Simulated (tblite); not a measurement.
## Geometry relaxation, with input and output: C₂H₅Cl₂Si₂

The run: geometry relaxation of C₂H₅Cl₂Si₂, multiplicity 2. Method and program: GFN2-xTB geometry optimisation, gas phase (tblite 0.8.0).

It belongs to a series of runs on one base structure; here: H removed from Si.

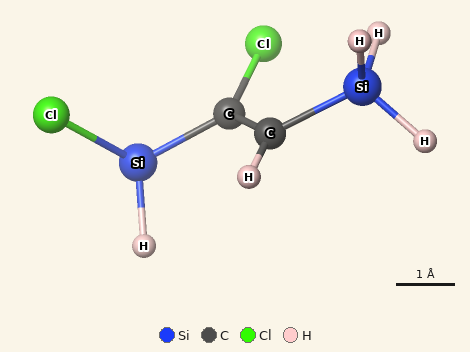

*The input geometry (ball-and-stick view, seen at a tilt).*

Bond lengths as drawn: Cl–Si 2.10 Å, C–C 1.35 Å, C–Cl 1.74 Å, C–H 1.09 Å, C–Si 1.83 to 1.84 Å and H–Si 1.46 to 1.48 Å.

Results in brief

| quantity | value |
| --- | --- |
| outcome | converged |
| total energy | −526.5630 eV |
| hardware | 1 CPU thread, shared host |
| wall time | 0.98 s |
| peak memory | 0.18 GiB |

Input file
```
{"job": {"kind": "relax", "xc": "GFN2-xTB", "basis": "xTB"}, "charge": 0, "multiplicity": 2}
Si    -1.951600     0.256600    -0.162800
C     -0.132300     0.108000    -0.431200
C      0.647600    -0.435900     0.529000
Cl    -0.060500    -0.991800     2.021500
Si     2.445700    -0.548600     0.188900
Cl     3.401400     1.294200     0.535300
H     -2.726900    -0.413600    -1.204400
H     -2.280900    -0.330800     1.134700
H     -2.375300     1.676900    -0.111600
H      0.304100     0.459900    -1.364100
H      2.734200    -1.072200    -1.161300
```

The first line tells a small driver script what to run in tblite; the rest is the geometry in Å.

Command:
```bash
OMP_NUM_THREADS=1 python <driver script> task.json out
```

What the program printed
```
step      E/eV     max force
  0    -526.01856    1.943
  1    -526.11719    1.200
  2    -526.18005    0.705
  3    -526.22066    0.534
  4    -526.24571    0.573
  5    -526.27178    0.398
  6    -526.28399    0.328
  7    -526.29276    0.242
  8    -526.30110    0.290
  9    -526.31097    0.301
 10    -526.32007    0.259
 11    -526.32572    0.187
 12    -526.32904    0.187
 13    -526.33238    0.203
 14    -526.33601    0.203
 15    -526.33873    0.175
 16    -526.33991    0.077
 17    -526.34041    0.065
 18    -526.34083    0.067
 19    -526.34130    0.072
 20    -526.34178    0.066
 21    -526.34232    0.074
 22    -526.34310    0.120
 23    -526.34429    0.145
 24    -526.34583    0.135
 25    -526.34728    0.090
 26    -526.34848    0.087
 27    -526.35002    0.146
 28    -526.35289    0.253
 29    -526.35698    0.319
 30    -526.36081    0.232
 31    -526.36462    0.172
 32    -526.36779    0.211
 33    -526.37248    0.318
 34    -526.37892    0.461
 35    -526.38967    0.468
 36    -526.40095    0.279
 37    -526.40551    0.242
 38    -526.40934    0.219
 39    -526.41182    0.195
 40    -526.42022    0.161
 41    -526.42725    0.195
 42    -526.43569    0.274
 43    -526.44304    0.320
 44    -526.45100    0.330
 45    -526.45960    0.388
 46    -526.46942    0.289
 47    -526.47927    0.281
 48    -526.48673    0.304
 49    -526.49822    0.365
 50    -526.50841    0.322
 51    -526.51589    0.250
 52    -526.52013    0.191
 53    -526.52302    0.284
 54    -526.52696    0.195
 55    -526.53046    0.212
 56    -526.53398    0.152
 57    -526.53634    0.150
 58    -526.53857    0.106
 59    -526.53957    0.076
 60    -526.54047    0.077
 61    -526.54197    0.142
 62    -526.54405    0.181
 63    -526.54616    0.197
 64    -526.54743    0.077
 65    -526.54798    0.046
 66    -526.54826    0.036
 67    -526.54849    0.039
 68    -526.54881    0.042
 69    -526.54929    0.050
 70    -526.54986    0.046
 71    -526.55036    0.038
 72    -526.55069    0.037
 73    -526.55090    0.035
 74    -526.55114    0.045
 75    -526.55154    0.052
 76    -526.55201    0.046
 77    -526.55236    0.046
 78    -526.55258    0.050
 79    -526.55284    0.048
 80    -526.55326    0.044
 81    -526.55397    0.048
 82    -526.55480    0.052
 83    -526.55535    0.048
 84    -526.55561    0.044
 85    -526.55579    0.042
 86    -526.55604    0.049
 87    -526.55656    0.068
 88    -526.55743    0.089
 89    -526.55839    0.084
 90    -526.55904    0.046
 91    -526.55931    0.027
 92    -526.55938    0.025
 93    -526.55946    0.022
 94    -526.55960    0.029
 95    -526.55982    0.023
 96    -526.56012    0.042
 97    -526.56048    0.040
 98    -526.56070    0.029
 99    -526.56082    0.029
100    -526.56093    0.027
101    -526.56104    0.024
102    -526.56118    0.030
103    -526.56140    0.035
104    -526.56169    0.045
105    -526.56193    0.034
106    -526.56204    0.022
107    -526.56209    0.023
108    -526.56215    0.025
109    -526.56224    0.028
110    -526.56238    0.029
111    -526.56261    0.037
112    -526.56285    0.032
113    -526.56298    0.020
114    -526.56302    0.009
```

Trajectory as extended XYZ (Å, eV, eV/Å), 10 of the 115 frames kept, from step=0 to step=114
```
11
Properties=species:S:1:pos:R:3:forces:R:3 step=0 energy=-526.01856
Si   -1.9516    0.2566   -0.1628   -1.3880   0.5000   0.2150
C    -0.1323    0.1080   -0.4312    0.6070  -0.4760   0.6080
C     0.6476   -0.4359    0.5290   -1.3920   0.7090  -0.7240
Cl   -0.0605   -0.9918    2.0215    0.7120  -0.0310  -0.0840
Si    2.4457   -0.5486    0.1889    1.9350   0.1720   0.0350
Cl    3.4014    1.2942    0.5353   -0.4660  -0.7930  -0.2060
H    -2.7269   -0.4136   -1.2044    0.0940  -0.0490  -0.1190
H    -2.2809   -0.3308    1.1347   -0.3240   0.0780  -0.2290
H    -2.3753    1.6769   -0.1116    0.2130  -0.2260  -0.0970
H     0.3041    0.4599   -1.3641    0.0840  -0.1670   0.3660
H     2.7342   -1.0722   -1.1613   -0.0740   0.2840   0.2340
11
Properties=species:S:1:pos:R:3:forces:R:3 step=13 energy=-526.33238
Si   -2.0548    0.2797   -0.1465    0.0060   0.0230   0.0270
C    -0.1907    0.0827   -0.3580    0.0690  -0.0940   0.0720
C     0.6829   -0.4264    0.5066   -0.0750   0.0150   0.0800
Cl    0.1749   -1.0062    2.0769   -0.0540   0.0990  -0.1690
Si    2.5466   -0.5822    0.1980   -0.0200  -0.0510  -0.0760
Cl    3.3909    1.2265    0.5129    0.0770   0.0860   0.0470
H    -2.7047   -0.3961   -1.2682    0.0020  -0.0190  -0.0840
H    -2.5098   -0.3103    1.1012   -0.0490  -0.0270   0.0910
H    -2.3542    1.7119   -0.1750    0.0080   0.0330  -0.0120
H     0.2207    0.4288   -1.3022   -0.0020  -0.0660   0.0980
H     2.8037   -1.0056   -1.1717    0.0370   0.0010  -0.0740
11
Properties=species:S:1:pos:R:3:forces:R:3 step=25 energy=-526.34728
Si   -2.0638    0.2619   -0.1333   -0.0060   0.0490  -0.0140
C    -0.2030    0.0451   -0.3450    0.0260  -0.0480  -0.0100
C     0.6832   -0.4166    0.5298   -0.0180  -0.0490   0.0620
Cl    0.1660   -0.9500    2.1037    0.0320   0.0570  -0.0040
Si    2.5328   -0.5778    0.1570    0.0870  -0.0210   0.0090
Cl    3.4440    1.1874    0.5533    0.0230   0.0170   0.0670
H    -2.6648   -0.3915   -1.2978   -0.0540  -0.0170   0.0000
H    -2.5874   -0.2930    1.1103    0.0350  -0.0380  -0.0310
H    -2.3171    1.7041   -0.1678   -0.0160   0.0300  -0.0140
H     0.2119    0.3454   -1.2999   -0.0600   0.0230  -0.0280
H     2.8036   -0.9123   -1.2364   -0.0510  -0.0020  -0.0370
11
Properties=species:S:1:pos:R:3:forces:R:3 step=38 energy=-526.40934
Si   -2.0692    0.2251   -0.1537   -0.0420  -0.0750  -0.0380
C    -0.2373   -0.1284   -0.3639   -0.0160  -0.1080   0.0380
C     0.7094   -0.3704    0.5452    0.0440   0.1330  -0.1560
Cl    0.3427   -0.5229    2.2282   -0.0710   0.0440   0.0470
Si    2.5071   -0.5206    0.0279    0.0090  -0.0440  -0.0240
Cl    3.6645    0.8393    0.9740   -0.0070  -0.0880  -0.0440
H    -2.7155   -0.3503   -1.3370   -0.0420   0.0170  -0.0080
H    -2.6623   -0.3618    1.0446    0.0740   0.0390   0.0310
H    -2.1958    1.6859   -0.1755   -0.0610   0.0010   0.0590
H     0.1283   -0.0802   -1.3826   -0.0700   0.0350  -0.0200
H     2.5336   -0.4131   -1.4330    0.1810   0.0440   0.1160
11
Properties=species:S:1:pos:R:3:forces:R:3 step=51 energy=-526.51589
Si   -2.1378    0.1528   -0.1554    0.2330   0.0670   0.0620
C    -0.3255   -0.2129   -0.4950    0.0940  -0.0340  -0.0240
C     0.6827   -0.2128    0.3910    0.0280   0.1650   0.0280
Cl    0.3471   -0.0134    2.0932   -0.0480   0.0100  -0.0300
Si    2.4879   -0.4392   -0.0006    0.0180  -0.0250  -0.0210
Cl    3.8502    0.3463    1.2571   -0.0930  -0.0380   0.0540
H    -2.9240   -0.3234   -1.2927   -0.0060  -0.0670   0.0250
H    -2.5137   -0.4579    1.1117   -0.1350  -0.0970   0.0270
H    -2.2830    1.6081   -0.0519   -0.0260   0.0480   0.0080
H    -0.0172   -0.3630   -1.5206   -0.0400   0.0080  -0.0520
H     2.8387   -0.0819   -1.3628   -0.0250  -0.0350  -0.0760
11
Properties=species:S:1:pos:R:3:forces:R:3 step=63 energy=-526.54616
Si   -2.1190    0.1270   -0.1193   -0.0630   0.0110   0.0210
C    -0.3265   -0.2009   -0.5535    0.0000  -0.0090  -0.0270
C     0.6967   -0.0856    0.3049    0.1330  -0.0300   0.1420
Cl    0.3319    0.2388    1.9836    0.0030   0.0450   0.0200
Si    2.4949   -0.3998   -0.0331   -0.0570  -0.0120  -0.0550
Cl    3.8006    0.1229    1.3990   -0.0070   0.0210   0.0030
H    -2.9459   -0.3581   -1.2258    0.0180  -0.0040  -0.0210
H    -2.5060   -0.5501    1.1184    0.0070  -0.0230  -0.0130
H    -2.2939    1.5742    0.0357   -0.0190   0.0240   0.0230
H    -0.0534   -0.4436   -1.5678   -0.0230  -0.0020  -0.1170
H     2.9259   -0.0222   -1.3681    0.0070  -0.0220   0.0230
11
Properties=species:S:1:pos:R:3:forces:R:3 step=76 energy=-526.55201
Si   -2.1194    0.1355   -0.1151    0.0120  -0.0070   0.0090
C    -0.3197   -0.1647   -0.5565   -0.0070  -0.0290  -0.0040
C     0.7022   -0.0832    0.3098   -0.0120   0.0080  -0.0060
Cl    0.3359    0.2570    1.9845    0.0110   0.0100  -0.0070
Si    2.4925   -0.4387   -0.0282    0.0070   0.0400   0.0060
Cl    3.7721    0.1772    1.3957   -0.0010  -0.0100  -0.0320
H    -2.9222   -0.3467   -1.2409   -0.0040   0.0080  -0.0080
H    -2.4792   -0.5926    1.1026   -0.0100   0.0020  -0.0230
H    -2.3357    1.5737    0.0747    0.0000  -0.0080   0.0220
H    -0.0590   -0.4000   -1.5790    0.0140   0.0100   0.0060
H     2.9378   -0.1147   -1.3736   -0.0100  -0.0260   0.0360
11
Properties=species:S:1:pos:R:3:forces:R:3 step=89 energy=-526.55839
Si   -2.1232    0.1232   -0.1172   -0.0060   0.0660   0.0260
C    -0.3186   -0.1511   -0.5498   -0.0230  -0.0020  -0.0310
C     0.7006   -0.0373    0.3174    0.0170  -0.0220   0.0250
Cl    0.3246    0.3394    1.9827   -0.0050   0.0090  -0.0060
Si    2.4841   -0.4279    0.0037    0.0260   0.0130  -0.0190
Cl    3.8166    0.2401    1.3515   -0.0310   0.0000  -0.0240
H    -2.9050   -0.2709   -1.2923    0.0020   0.0160   0.0100
H    -2.5076   -0.6971    1.0346    0.0090   0.0200  -0.0240
H    -2.3426    1.5464    0.1819    0.0040  -0.0840   0.0020
H    -0.0511   -0.3953   -1.5682    0.0150  -0.0150   0.0050
H     2.9275   -0.2668   -1.3704   -0.0090  -0.0010   0.0370
11
Properties=species:S:1:pos:R:3:forces:R:3 step=101 energy=-526.56104
Si   -2.1184    0.1206   -0.1194   -0.0090  -0.0030  -0.0040
C    -0.3140   -0.1665   -0.5465   -0.0030  -0.0020   0.0000
C     0.7008   -0.0302    0.3232   -0.0070   0.0070  -0.0130
Cl    0.3169    0.4188    1.9669    0.0020  -0.0150   0.0070
Si    2.4825   -0.4368    0.0161    0.0050   0.0150  -0.0080
Cl    3.8234    0.2842    1.3257   -0.0150   0.0060  -0.0010
H    -2.8987   -0.1899   -1.3202    0.0130   0.0040   0.0070
H    -2.5226   -0.7580    0.9810    0.0100   0.0000  -0.0060
H    -2.3339    1.5176    0.2660    0.0160   0.0100   0.0060
H    -0.0377   -0.4496   -1.5523   -0.0180  -0.0160  -0.0040
H     2.9071   -0.3076   -1.3665    0.0050  -0.0070   0.0160
11
Properties=species:S:1:pos:R:3:forces:R:3 step=114 energy=-526.56302
Si   -2.1141    0.1248   -0.1133   -0.0010  -0.0060  -0.0030
C    -0.3194   -0.1981   -0.5534    0.0010   0.0010   0.0080
C     0.6972   -0.0488    0.3113   -0.0010   0.0030  -0.0020
Cl    0.3097    0.4113    1.9519   -0.0020   0.0000   0.0050
Si    2.4865   -0.4327    0.0221   -0.0040  -0.0040  -0.0060
Cl    3.7920    0.3702    1.3190    0.0010   0.0020   0.0030
H    -2.8980   -0.1197   -1.3259   -0.0070  -0.0020   0.0060
H    -2.5383   -0.7785    0.9594    0.0000   0.0030  -0.0080
H    -2.2795    1.5149    0.3183    0.0000   0.0060   0.0030
H    -0.0547   -0.4985   -1.5569    0.0080  -0.0020  -0.0020
H     2.9242   -0.3423   -1.3584    0.0040  -0.0010  -0.0040
```

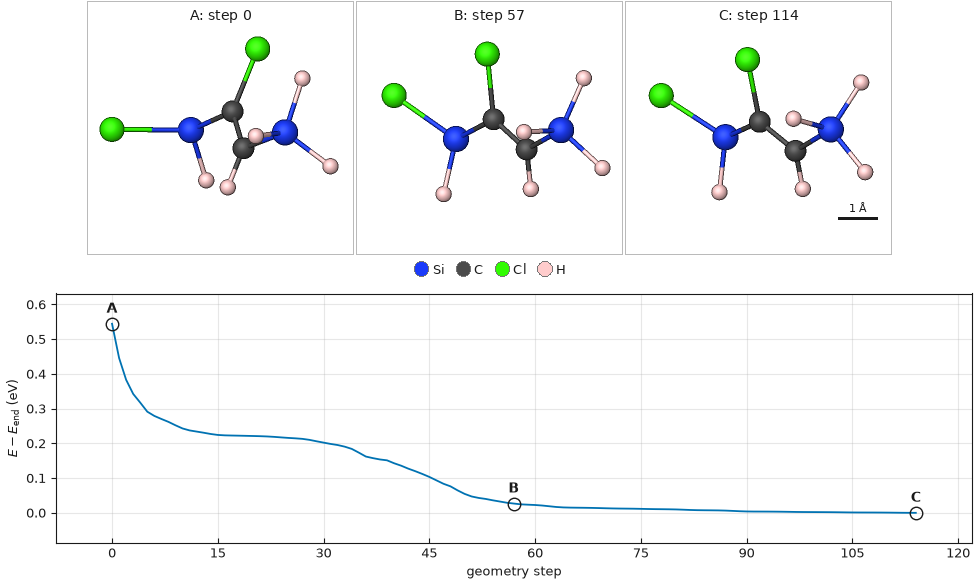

*Frames of the relaxation (ball-and-stick view, seen at a tilt) above the curves, on which the letters mark them (steps are counted from 0).*

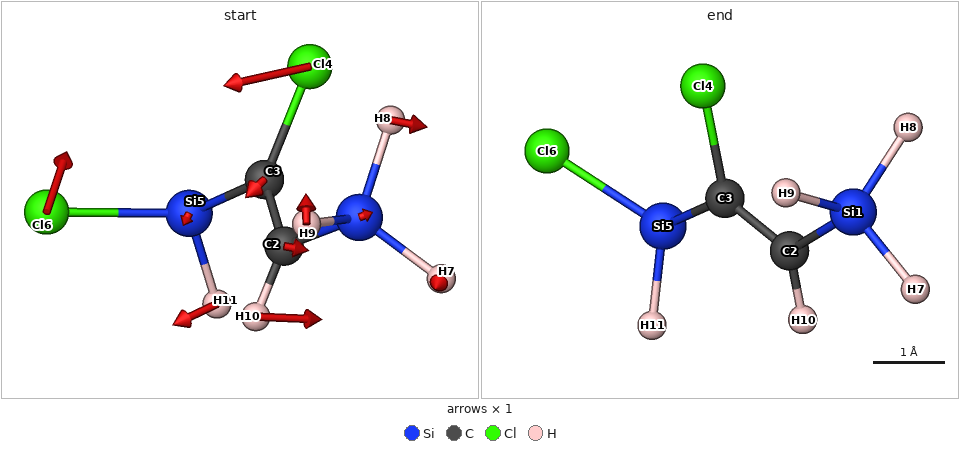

*Before (left) and after (right) the relaxation, at one scale (ball-and-stick view, seen at a tilt). The red arrows give the displacements, at true length.*

Cl4 moves most after the best rigid fit: 1.44 Å. Largest moves by element: Cl 1.44 Å, H 1.03 Å, C 0.44 Å, Si 0.22 Å. Among the contacts that change: Si5–Cl6 2.105 → 2.008 Å, Si1–C2 1.845 → 1.876 Å, Si5–H11 1.477 → 1.451 Å, C3–Si5 1.833 → 1.853 Å. Among the angles that change: C2–C3–Si5 117.3° → 127.4°, Cl4–C3–Si5 122.5° → 114.5°, C2–Si1–H7 112.5° → 106.8°. After 114 geometry steps the energy has fallen by 0.544 eV. Largest force component: 1.9 eV/Å at the start, 0.008 eV/Å at the end. (Atoms are counted from 1 in the order of the input.)
